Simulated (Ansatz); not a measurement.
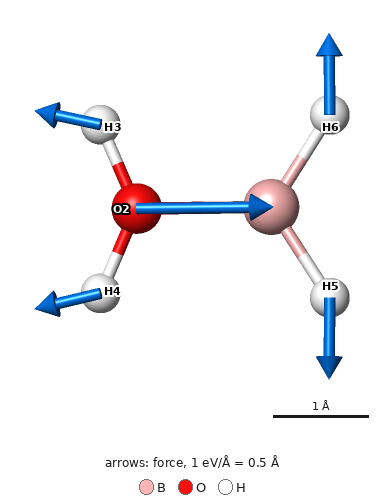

Starting geometry of BH₄O (charge +1) with the computed forces as blue arrows. The picture is a ball-and-stick view, seen at a tilt.

It is one of the separated reactants of a reaction.

These are results of RKS PBE-D4/def2-SVP in Ansatz 0.2.0, not measurements.

The input:
```yaml
crystal:
  periodic: [false, false, false]
  atoms:
    - {symbol: B, position_ang: [0.045959, 0.678542, 0.167255]}
    - {symbol: O, position_ang: [-0.048578, -0.717248, -0.176795]}
    - {symbol: H, position_ang: [0.806420, -1.122510, -0.390433]}
    - {symbol: H, position_ang: [-0.954436, -1.062947, -0.148262]}
    - {symbol: H, position_ang: [-0.867747, 1.317848, 0.448202]}
    - {symbol: H, position_ang: [1.041890, 1.253248, 0.185538]}
basis:
  gaussian: {orbitals: def2-SVP}
total_charge: 1
hamiltonian: {xc: pbe, dispersion: d4}
relax: {f_tol: 0.03, max_steps: 250}
```

Run as
```bash
ansatz run in.yaml --threads 2 --pin off --events-out ev --progress --plain --max-ram 4352MiB
```

### Is this structure relaxed? If not, where do the atoms go?

It isn't relaxed: the largest force vector, on O2, is 2.94 eV/Å. The final displacements follow the starting forces only in part (cosine between the two patterns 0.74). The energy falls by 44.9 kJ/mol in 4 geometry steps. Largest force component: 2.8 eV/Å at the start, 0.015 eV/Å at the end. The largest moves after the best rigid fit, 0.14 Å, are those of H5 and H6. Largest moves by element: H 0.14 Å, B 0.11 Å, O 0.10 Å. Near-neighbour distances that change, for instance: B1–H5 1.150 → 1.200 Å, O2–H3 0.970 → 0.990 Å, B1–O2 1.441 → 1.449 Å. Bond angles that change, for instance: H3–O2–H4 132.9° → 113.4°, H5–B1–H6 114.0° → 132.9°, B1–O2–H3 113.5° → 123.3°.
